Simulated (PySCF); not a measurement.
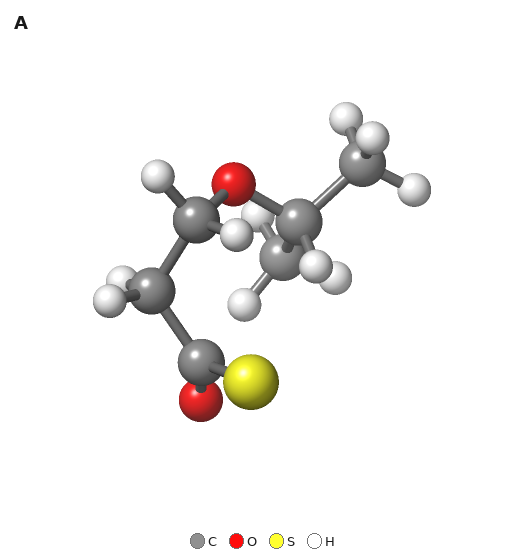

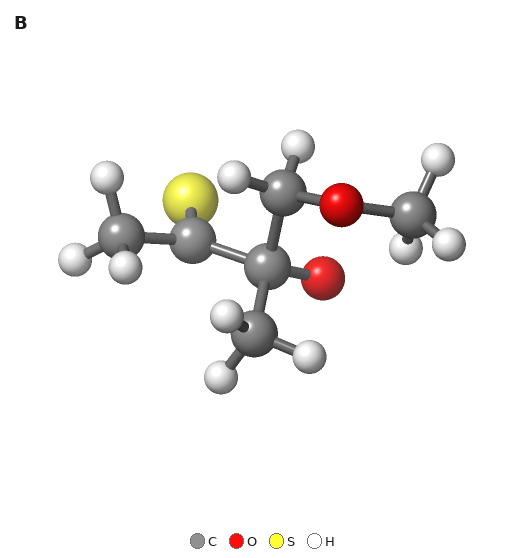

2 stationary structures of one formula. Charge −1, singlet. Geometries: GFN2-xTB. Electronic energies: PBE0/pcSseg-1 (PySCF 2.14.0), without zero-point energy. No frequency run is at hand to confirm each as a minimum. Each is one conformer, not always the lowest.

### How are they related?

They are constitutional isomers of C6H11O2S(-): A `CC(C)OCCC(=O)[S-]`, B `COC[C@](C)([O-])C(C)=S`.

### Rank them by energy, lowest first.

A is lowest; B lies 59.0 kcal/mol above it.
